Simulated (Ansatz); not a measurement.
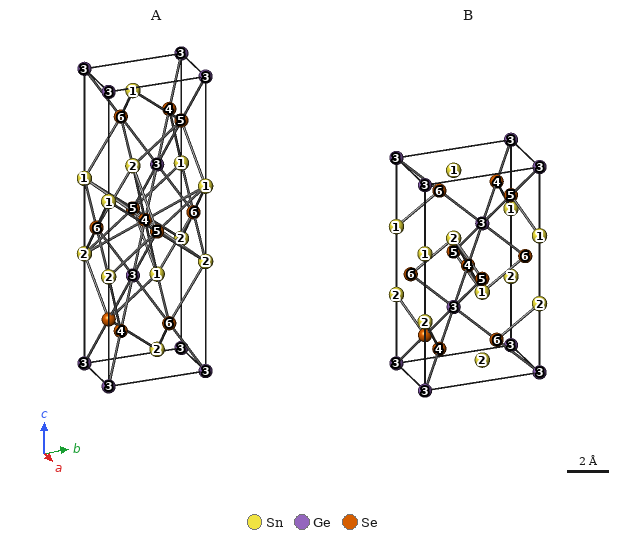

Two geometries of solid Sn2GeSe3 (a generated structure, set up in R-3m) (coarse preliminary run), drawn at one scale. One is the start of a relaxation, the other its converged end. Style: ball-and-stick. Shown: the conventional cell (3 times the calculation's cell), slightly off an axis. Lengths and directions refer to the drawn axes.

Level of theory: DFT PBE, scalar-relativistic, plane waves, PAW in Ansatz. Settings: plane-wave cutoff 420 eV; k-point mesh 3 × 3 × 3; occupations gaussian; smearing width 0.1 eV; no spin polarisation; cell and atoms relaxed; force threshold 0.04 eV/Å; at most 70 steps.

### Which geometry has the lower energy?

Structure B is the relaxed one. The energy falls by 609 meV per atom in 11 accepted moves (13 points after the start). The largest force component goes from 0.19 to 0.0045 eV/Å. The pressure goes from −6.02 to 0.12 GPa. At 2 points the geometry stayed and the basis and grid were re-selected for the new cell (energy shift of 7.3 meV per atom at most each time). The largest moves relative to the cell, 0.39 Å, are those of Sn1 and Sn2. Sn1 goes along +c. Ge and Se stay in place. The drawn cell changes as follows: a = b 6.354 → 7.505 Å (+18.1 %), c 14.847 → 10.357 Å (−30.2 %); the volume changes by −2.7 %. Among the contacts that change: Sn1–Se4 3.561 → 2.779 Å, Se4–Se5 3.177 → 3.752 Å, Sn1–Se4 (another image) 3.700 → 4.125 Å, Ge3–Se4 3.080 → 2.770 Å. The space group stays R-3m (No. 166).
